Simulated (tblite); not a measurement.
# CH8NOSSi3: the cost of one run

The runs use tblite 0.8.0 and PySCF 2.14.0, with density-fitted response routines of our own; the level of theory stands in each step. All values are computed, except where a source is named. Atoms count from 0, in the outputs and in this text.

## 1. Starting geometry

15 atoms, charge 0, multiplicity 2; geometry from: force field or distance geometry start.

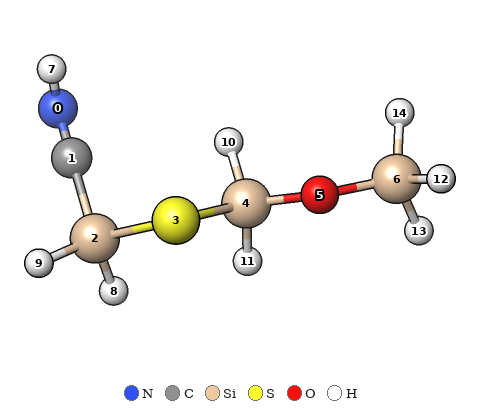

The starting geometry (nitrogen blue, carbon grey, silicon light orange, sulfur yellow, oxygen red, hydrogen white), atoms numbered.

## 2. Geometry optimisation with GFN2-xTB

The job: settings as JSON, then the geometry in Å.

```
{"job": {"kind": "relax", "xc": "GFN2-xTB", "basis": "xTB"}, "charge": 0, "multiplicity": 2}
N      3.425700     1.726500     0.040600
C      2.967600     0.806800    -0.538200
Si     2.242900    -0.705500    -1.397800
S      0.202300    -0.284800    -1.942300
Si    -0.495600    -0.304300     0.085400
O     -2.141200    -0.150700     0.032300
Si    -3.391300    -0.034600     1.097200
H      3.271600     2.615900    -0.462400
H      2.294400    -1.924700    -0.554300
H      2.971600    -0.980000    -2.652800
H      0.086100     0.837900     0.811800
H     -0.137100    -1.588100     0.726300
H     -4.677000     0.066200     0.370500
H     -3.409400    -1.244300     1.961100
H     -3.215100     1.171400     1.954400
```

Command:

```sh
$ OMP_NUM_THREADS=1 python probes_run.py task.json out
```

The driver reads the jobs from task.json and runs them one after another.

**Question.** How long does this first job take on 1 thread of Arm Neoverse V1, shared host?

About 1.2 s.
